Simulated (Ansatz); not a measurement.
# F$_{5}$HW: what the fields show

| atom | x (Å) | y (Å) | z (Å) |
| --- | --- | --- | --- |
| W | 0.0376 | 0.0000 | 0.0334 |
| H | 0.3125 | 0.0000 | 1.7265 |
| F | 1.8921 | 0.0000 | 0.2454 |
| F | -0.0936 | 1.8367 | 0.1072 |
| F | -1.7815 | 0.0000 | 0.3749 |
| F | -0.0936 | -1.8367 | 0.1072 |
| F | 0.5360 | 0.0000 | -1.7850 |

Core potentials replace the inner electrons of W.

Level of theory: RKS B3LYP-D4/def2-SVP in Ansatz.

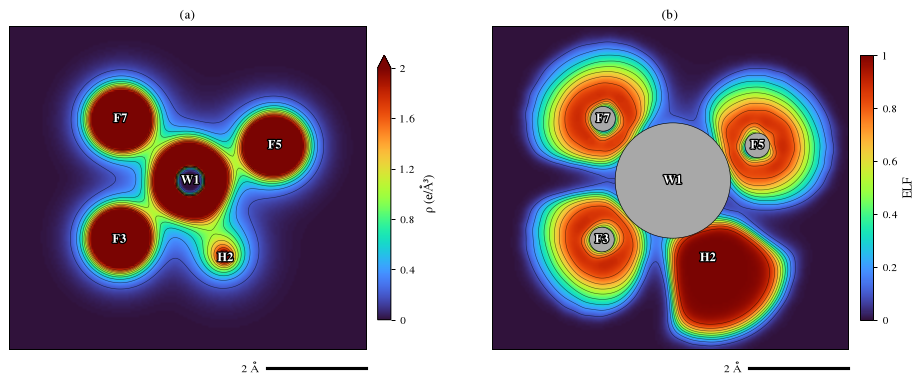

Figure 1. (a) electron density; (b) ELF on the plane of atoms F5, W1 and F7. Grey discs cover the atomic cores in the ELF map.

Q: Interpret the plot.

A: The section cuts through W, H and F sites. W–F (1.87 Å): ρ at the midpoint is about 1.1 e/Å³; the ELF peaks at about 0.80 in the valence shell of F, 0.5 Å from its nucleus, and drops to about 0.30 between the two atoms. W–H (1.72 Å): the density is about 1.5 e/Å³ at the midpoint; the ELF climbs to about 1 towards the hydrogen. W–F (1.89 Å): ρ is about 1 e/Å³ halfway; the ELF peaks at about 0.85 in the valence shell of F, 0.5 Å from its nucleus, and drops to about 0.20 between the two atoms.

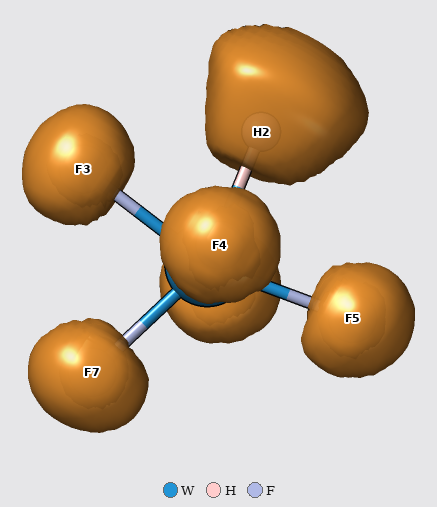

Figure 2. Isosurface of the ELF at 0.8 (orange), seen from one side. Core shells and regions of very low density are left out.

Q: Where are the electrons localised?

A: At this value the surface marks out one region around a hydrogen nucleus and five regions wrapped around F (the valence shell of each). Along the contacts the grid gives the following. W–F (1.84 Å): the ELF peaks at about 0.85 in the valence shell of F, 0.6 Å from its nucleus, and drops to about 0.25 between the two atoms.

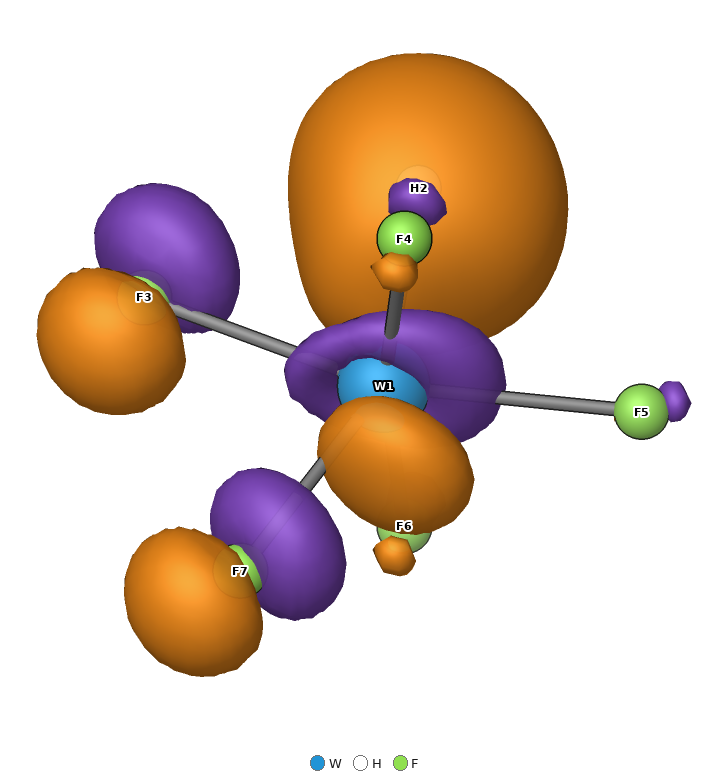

Figure 3. The HOMO at ±0.15 Å⁻³ᐟ² (orange and purple are the two phases), seen at an oblique angle.

Q: What is the character of this orbital?

A: It lies mainly on H2 (about 35 %), W1 (about 30 %), F3 (about 15 %) and F7 (about 15 %). Its energy is −9.86 eV.
